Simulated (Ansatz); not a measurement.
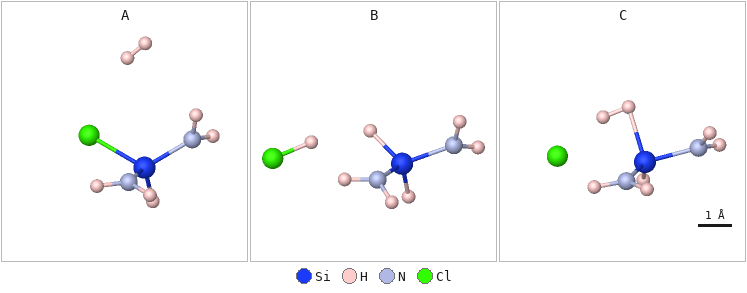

3 geometries from a converged minimum-energy path of SiN2H7Cl, shuffled. Style: ball-and-stick. Shown from a free direction.

All numbers below come from RKS CAM-B3LYP/6-31G* (Ansatz). Set-up: 5 movable images; climbing image; force threshold 0.05 eV/Å; iteration limit 60; starting path through a guess of the saddle point.

Question: Which frame is the top of the path?

Answer: C. In order along the path, whose images run from 0 to 6: B (image 1, +0.01 eV), C (image 3, +1.34 eV), A (image 5, −0.95 eV). Breaking: Cl–H (1.29 → 4.11 Å), H–Si (1.50 → 3.75 Å). Forming: H–H (1.86 → 0.75 Å), Cl–Si (4.13 → 2.09 Å).

The run took 5.7 min on 2 threads of Arm Neoverse V1, on a shared host, peak memory 0.2 GiB.
